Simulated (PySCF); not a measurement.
SMILES C[Si](C)(C)[SiH2]CBr (C4H13BrSi2) at its GFN2-xTB optimised geometry (Å):

```
20

C      1.8385     1.5555     0.8653
Si     1.1468    -0.0054     0.0000
C      1.7713    -1.5447     0.9416
C      1.8253    -0.0599    -1.7851
Si    -1.1906    -0.0054     0.0000
C     -1.8408     1.8021     0.0000
Br    -1.1816     2.7355    -1.5852
H      1.4827     1.6361     1.8894
H      2.9247     1.5421     0.8990
H      1.5438     2.4601     0.3408
H      2.8564    -1.5843     0.9589
H      1.4193    -2.4601     0.4755
H      1.4282    -1.5503     1.9718
H      1.4826    -0.9472    -2.3103
H      2.9120    -0.0713    -1.7991
H      1.5000     0.8046    -2.3566
H     -1.8251    -0.6081    -1.1810
H     -1.8689    -0.5922     1.1684
H     -1.4957     2.3815     0.8525
H     -2.9247     1.8668    -0.0458
```

Calculation: PBE/def2-SVP in PySCF. Cells within 0.4 Å of a nucleus heavier than hydrogen are left out (blank, or x).

Map of the Laplacian of the electron density (e/bohr⁵), clipped to [-1.50, 1.50] on the plane z = 0.0 Å:

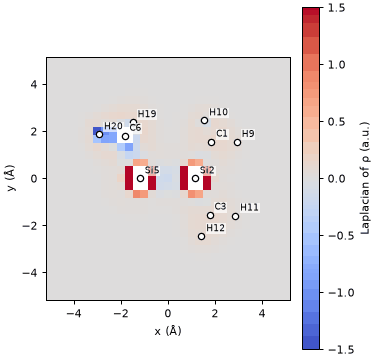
*Laplacian of the electron density (e/bohr⁵), clipped to [-1.50, 1.50] on the plane z = 0.0 Å.*
